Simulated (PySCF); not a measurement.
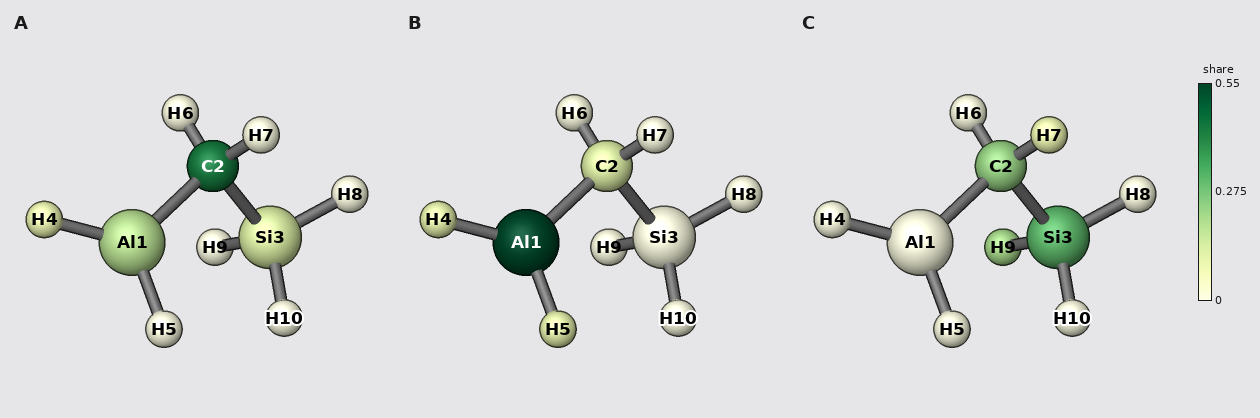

Each panel colours the atoms by their Löwdin share in one orbital (up to four of the largest shares; other atoms are shown as zero). Geometry: a frame of a GFN2-xTB molecular-dynamics simulation, not a minimum. Computed with PBE0/def2-SVPD (PySCF 2.14.0).

The panels show the HOMO−2, HOMO, LUMO, in some order. Which is which?

Answer. A: HOMO, −7.72 eV; C2 0.44, Al1 0.18, Si3 0.12, H4 0.08
B: LUMO, −1.51 eV; Al1 0.55, C2 0.12, H4 0.10, H5 0.10
C: HOMO−2, −9.39 eV; Si3 0.31, C2 0.23, H9 0.21, H7 0.08
